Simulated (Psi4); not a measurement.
**U-wB97X/6-311+G(d,p) run of SiHCl2O (SMILES [O][SiH](Cl)Cl)**

Aim: the energy change on altering one bond length of SiHCl2O at U-wB97X/6-311+G**, from 2 runs. 

Program for the calculation: Psi4 1.11.

1 further run of the same task is left out (it didn't finish).

## (1) The structure to begin with

SiHCl2O has 5 atoms, charge 0, and is taken as a doublet. As SMILES, `[O][SiH](Cl)Cl`. Geometry: relaxed at PBE0-D4/def2-TZVP.

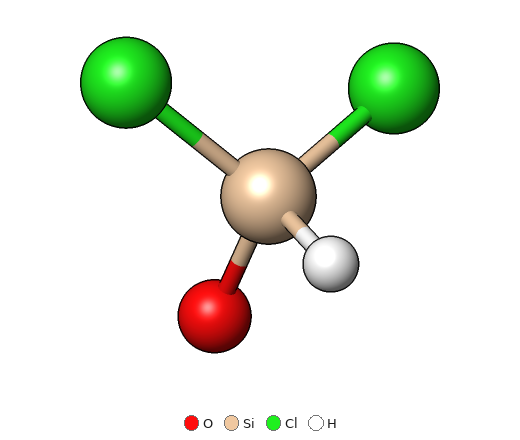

Viewed from a chosen angle; oxygen red, silicon light orange, chlorine green, hydrogen white.

## (2) Energy and gradient at U-wB97X/6-311+G(d,p)

Contents of job.inp:

```
memory 1600 MB

molecule m {
  0 2
  O      0.092100    -0.719000     1.517100
  Si     0.084300    -0.040000     0.014900
  Cl    -0.523700     1.894600     0.060800
  Cl    -1.112100    -1.056100    -1.269800
  H      1.509200    -0.153100    -0.364300
  symmetry c1
}

set {
  basis 6-311+G**
  reference uks
  puream true
  e_convergence 1e-09
  d_convergence 1e-08
  scf_type pk
  dft_radial_points 99
  dft_spherical_points 590
  maxiter 200
}

gradient("wb97x")
```

Launch:

```bash
psi4 -i job.inp -o job.out -n 1
```

job.out:

```text
[...]
  Running in c1 symmetry.
[...]
  Nuclear repulsion =  266.665462182626754
[...]
  Multiplicity = 2
[...]
  Nalpha       = 29
  Nbeta        = 28
[...]
    Number of basis functions: 118
[...]
   @UKS iter   1: -1285.39912923285601   -1.00394e-01   7.28499e-03 ADIIS/DIIS
[...]
   @UKS iter  17: -1285.78781521177666   -1.22782e-11   6.97375e-09 DIIS
[...]
   @S^2 Observed:                7.539516532E-01
[...]
    Orbital Energies [Eh]
    ---------------------
    Alpha Occupied:
       1A   -101.543303     2A   -101.543298     3A    -66.222475
       4A    -19.285541     5A     -9.579146     6A     -9.579140
       7A     -7.340710     8A     -7.340704     9A     -7.333618
      10A     -7.333612    11A     -7.333332    12A     -7.333326
      13A     -5.487379    14A     -3.844395    15A     -3.843949
      16A     -3.841721    17A     -1.168024    18A     -1.004735
      19A     -0.978099    20A     -0.681003    21A     -0.596864
      22A     -0.561067    23A     -0.560851    24A     -0.519522
      25A     -0.495124    26A     -0.478357    27A     -0.459009
      28A     -0.457076    29A     -0.445012
    Alpha Virtual:
[...]
  @UKS Final Energy: -1285.78781521177666
   => Energetics <=
    Nuclear Repulsion Energy =            266.6654621826267544
    One-Electron Energy =               -2306.7322402887975841
    Two-Electron Energy =                 819.7150835702416316
    DFT Exchange-Correlation Energy =     -65.4361206758475049
    Empirical Dispersion Energy =           0.0000000000000000
    VV10 Nonlocal Energy =                  0.0000000000000000
    Total Energy =                      -1285.7878152117766604
[...]
 Multipole Moments:
 ------------------------------------------------------------------------------------
     Multipole            Electronic (a.u.)      Nuclear  (a.u.)        Total (a.u.)
 ------------------------------------------------------------------------------------
 L = 1.  Multiply by 2.5417464519 to convert [e a0] to [Debye]
 Dipole X            :         -2.1528851            2.5234885            0.3706034
 Dipole Y            :          0.8663036           -0.7906295            0.0756741
 Dipole Z            :         -0.9692529            0.6373724           -0.3318805
 Magnitude           :                                                    0.5032078
[...]
  -Total Gradient:
     Atom            X                  Y                   Z
    ------   -----------------  -----------------  -----------------
       1        0.000837406048     0.003472209919    -0.008071878911
       2       -0.004922383909    -0.002719566970     0.008178896855
       3        0.000641017615    -0.001365399446    -0.000470079491
       4        0.001113706613     0.000973460417     0.000591470004
       5        0.002070108574    -0.000277840570    -0.000296939619
[...]
```

Wall time 35 s (1 thread of Intel Xeon 6975P-C (Granite Rapids), shared host); peak memory 0.89 GiB.

## (3) The distorted shape: a single-point energy at U-wB97X/6-311+G(d,p)

Contents of cl2hosi.xyz:

```xyz
5
Cl2HOSi
O      0.396095    -1.686285     1.494150
Si     0.388295    -1.007285    -0.008050
Cl    -0.523700     1.894600     0.060800
Cl    -0.808105    -2.023385    -1.292750
H      1.813195    -1.120385    -0.387250
```

Contents of run.py:

```python
import psi4

psi4.set_memory(1600000000)
psi4.set_num_threads(1)
psi4.set_output_file('psi4.out', False)

with open('cl2hosi.xyz') as f:
    atoms = ''.join(f.readlines()[2:])
geom = psi4.geometry('0 2\n' + atoms + 'symmetry c1')

options = {'basis': '6-311+G**', 'reference': 'uks', 'puream': True, 'e_convergence': 1e-09, 'd_convergence': 1e-08, 'scf_type': 'pk', 'dft_radial_points': 99, 'dft_spherical_points': 590, 'maxiter': 200}
psi4.set_options(options)

e, wfn = psi4.energy("wb97x", return_wfn=True)
psi4.oeprop(wfn, "LOWDIN_CHARGES", "MAYER_INDICES", "MULLIKEN_CHARGES", title="WB97X")
print(f'wb97x energy: {e:.10f} Eh')
```

Launch:

```bash
python run.py
```

psi4.out:

```text
[...]
  Running in c1 symmetry.
[...]
  Nuclear repulsion =  230.137965343270906
[...]
  Multiplicity = 2
[...]
  Nalpha       = 29
  Nbeta        = 28
[...]
    Number of basis functions: 118
[...]
   @UKS iter   1: -1285.32913971077801   -5.23898e-01   7.50166e-03 ADIIS/DIIS
[...]
   @UKS iter  51: -1285.66324920719694    6.13909e-12   7.30972e-09 DIIS
[...]
   @S^2 Observed:                7.563736361E-01
[...]
    Orbital Energies [Eh]
    ---------------------
    Alpha Occupied:
       1A   -101.630490     2A   -101.545814     3A    -66.201285
       4A    -19.164114     5A     -9.660425     6A     -9.581366
       7A     -7.434548     8A     -7.412776     9A     -7.411058
      10A     -7.342867    11A     -7.336125    12A     -7.335374
      13A     -5.465435    14A     -3.824793    15A     -3.820562
      16A     -3.817739    17A     -1.035405    18A     -1.029177
      19A     -0.985874    20A     -0.649578    21A     -0.572676
      22A     -0.536747    23A     -0.534361    24A     -0.517138
      25A     -0.483404    26A     -0.476748    27A     -0.435233
      28A     -0.388494    29A     -0.376955
    Alpha Virtual:
[...]
  @UKS Final Energy: -1285.66324920719694
   => Energetics <=
    Nuclear Repulsion Energy =            230.1379653432709063
    One-Electron Energy =               -2233.8542978265104466
    Two-Electron Energy =                 783.3665461367741045
    DFT Exchange-Correlation Energy =     -65.3134628607314909
    Empirical Dispersion Energy =           0.0000000000000000
    VV10 Nonlocal Energy =                  0.0000000000000000
    Total Energy =                      -1285.6632492071969409
[...]
 Multipole Moments:
 ------------------------------------------------------------------------------------
     Multipole            Electronic (a.u.)      Nuclear  (a.u.)        Total (a.u.)
 ------------------------------------------------------------------------------------
 L = 1.  Multiply by 2.5417464519 to convert [e a0] to [Debye]
 Dipole X            :         -2.6297410            2.7215937            0.0918527
 Dipole Y            :          3.0293796           -1.4209826            1.6083969
 Dipole Z            :         -1.9532740            0.6224165           -1.3308575
 Magnitude           :                                                    2.0896314
[...]
  Mulliken Charges: (a.u.)
   Center  Symbol    Alpha    Beta     Spin     Total
       1     O     4.23304  4.28543 -0.05240 -0.51847
       2    SI     6.77685  6.72679  0.05006  0.49637
       3    CL     8.93652  7.93505  1.00147  0.12844
       4    CL     8.54737  8.54481  0.00256 -0.09218
       5     H     0.50623  0.50792 -0.00169 -0.01415
   Total alpha = 29.00000, Total beta = 28.00000, Total charge =  0.00000
  Lowdin Charges: (a.u.)
   Center  Symbol    Alpha    Beta     Spin     Total
       1     O     4.32124  4.36878 -0.04754 -0.69001
[...]
```

On the terminal:

```text
Memory set to   1.490 GiB by Python driver.
  Threads set to 1 by Python driver.
wb97x energy: -1285.6632492072 Eh
```

It took 69 s on 1 thread of Intel Xeon 6975P-C (Granite Rapids), shared host; peak memory 0.88 GiB.

## (4) Outcome

Level: U-wB97X/6-311+G**.

| quantity | value |
| --- | --- |
| first shape: total energy | -1285.78782 Eh |
| first shape: dipole moment | 1.28 D |
| first shape: HOMO energy (highest over α and β) | -11.97 eV |
| first shape: LUMO energy (lowest over α and β) | -3.39 eV |
| first shape: ⟨S²⟩ | 0.754 |
| first shape: largest force on an atom | 0.510 eV/Å |
| distorted shape: total energy | -1285.66325 Eh |
| distorted shape: dipole moment | 5.31 D |
| distorted shape: HOMO energy (highest over α and β) | -10.26 eV |
| distorted shape: LUMO energy (lowest over α and β) | -5.53 eV |
| distorted shape: ⟨S²⟩ | 0.756 |
| energy change with the Si2–Cl3 bond stretched from 2.028 to 3.043 Å | 3.390 eV |

What this shows: With the Si2–Cl3 bond stretched from 2.028 to 3.043 Å the energy rises by 3.39 eV (327 kJ/mol). The first shape isn't relaxed at this level, so the change isn't measured from a minimum. The largest force (first shape) is 0.51 eV/Å: the shape isn't a stationary point for this species at this level. Mulliken charges (distorted shape) run from -0.52 on O1 to +0.50 on Si2; in a basis this large or diffuse they mean little.
